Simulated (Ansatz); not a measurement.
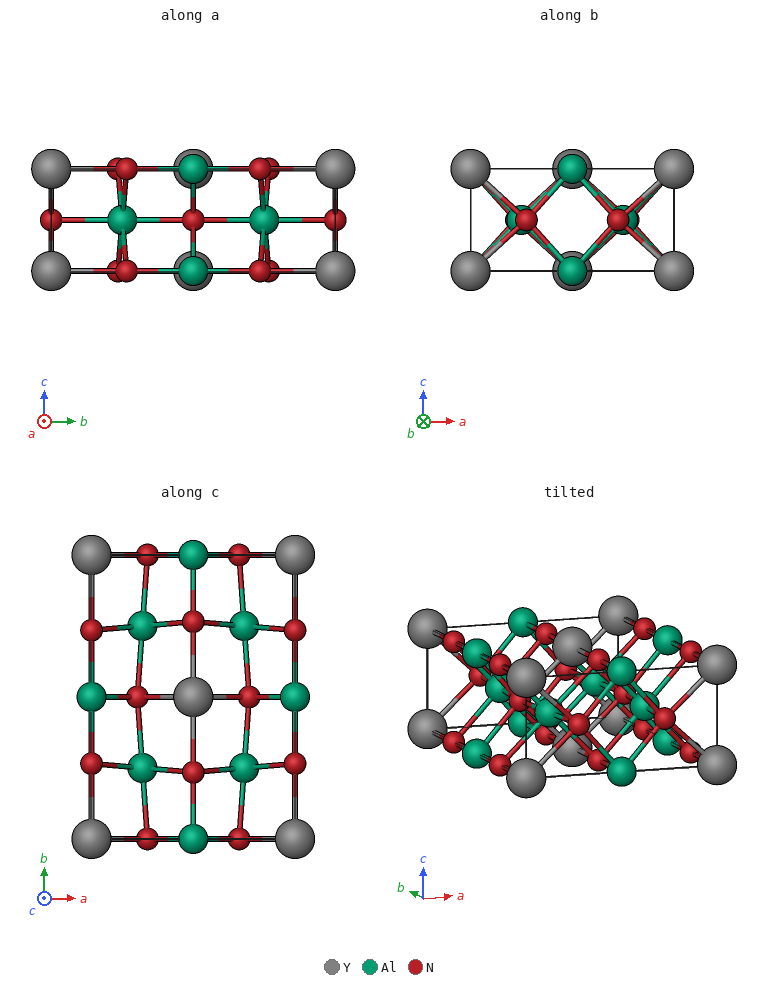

This ball-and-stick model is shown along the a axis, along the b axis, along the c axis and slightly off an axis. One conventional unit cell is framed, with atoms on its boundary repeated.

Lattice parameters: a = 6.143 Å, b = 8.574 Å, c = 3.083 Å, α = 90.00°, β = 90.00°, γ = 90.00°. Put a along x and b in the xy plane.

Transcribe the picture into a POSCAR file, with free fractional coordinates to two decimals.

```
Y Al N
1.0
     6.143    0.000    0.000
     0.000    8.574    0.000
     0.000    0.000    3.083
Y Al N
2 6 8
Direct
  0.00 0.00 0.00
  0.50 0.50 0.00
  0.25 0.25 0.50
  0.25 0.75 0.50
  0.50 0.00 0.00
  0.75 0.75 0.50
  0.75 0.25 0.50
  0.00 0.50 0.00
  0.73 0.00 0.50
  0.27 0.00 0.50
  0.50 0.77 0.00
  0.50 0.23 0.00
  0.23 0.50 0.50
  0.77 0.50 0.50
  0.00 0.27 0.00
  0.00 0.73 0.00
```

It goes back to a structure type filled with these elements by a generator (whether the compound takes this form wasn't checked). The structure drawn was relaxed with Ansatz, DFT PBE, scalar-relativistic, plane waves, PAW.
